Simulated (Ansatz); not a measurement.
# CH3NSi: the cost of one run

Computed with Ansatz 0.2.0 (the levels named in each step, unless a step's input says otherwise).

### Step 1. The structure to begin with

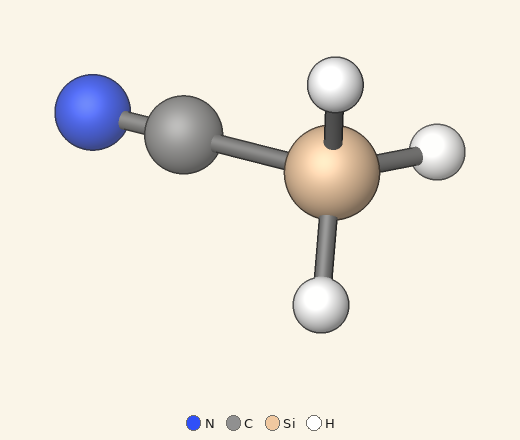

Start, viewed from a chosen angle; nitrogen blue, carbon grey, silicon light orange, hydrogen white.

As a file:

```xyz
6

N     1.9026    0.0155    0.0094
C     0.7572    0.0043    0.0081
Si   -1.1092   -0.0084   -0.0070
H    -1.5049   -1.0261   -0.9784
H    -1.5263    1.3352   -0.4033
H    -1.5236   -0.3443    1.3545
```

### Step 2. A rough first relaxation, PBE-D4/def2-SVP

This run stands in another session on the same molecule. It ended at:

```xyz
6

N     1.9490    0.0158    0.0096
C     0.7757    0.0052    0.0065
Si   -1.0873   -0.0087   -0.0057
H    -1.5328   -1.0429   -0.9940
H    -1.5542    1.3565   -0.4092
H    -1.5546   -0.3497    1.3762
```

### Step 3. Relaxation, PBE0-D4/def2-TZVPP

This run stands in another session on the same molecule. It ended at:

```xyz
6

N     1.9132    0.0147    0.0112
C     0.7616    0.0056    0.0050
Si   -1.0863   -0.0085   -0.0062
H    -1.5172   -1.0314   -0.9830
H    -1.5388    1.3415   -0.4047
H    -1.5367   -0.3459    1.3611
```

### Step 4. Relaxation, CCSD(T)/cc-pV(T+d)Z

Contents of input.yaml:

```yaml
crystal:
  periodic: [false, false, false]
  atoms:
    - { symbol: "N", position_ang: [1.9131876, 0.01474185, 0.0112456] }
    - { symbol: C, position_ang: [0.76163027, 0.00564067, 0.00496803] }
    - { symbol: Si, position_ang: [-1.08632229, -0.00851564, -0.00617622] }
    - { symbol: H, position_ang: [-1.5171567, -1.03136794, -0.98304913] }
    - { symbol: H, position_ang: [-1.53878571, 1.34151126, -0.4047324] }
    - { symbol: H, position_ang: [-1.53670318, -0.3458502, 1.36108411] }
basis:
  gaussian: { orbitals: "cc-pV(T+d)Z.json" }
correlation:
  method: ccsd_t
relax:
  f_tol: 0.002
  max_steps: 40
```

Launch:

```bash
ansatz run input.yaml --threads 4 --pin off --max-ram 10240MiB --backend cpu --events-out ev --progress --plain --runs-dir out
```

**Question.** How long does this run take on 4 threads of AMD EPYC 7R13 (Zen 3), shared host, and how much memory does it need?

About 2.1 min, with a peak of 1.6 GiB.
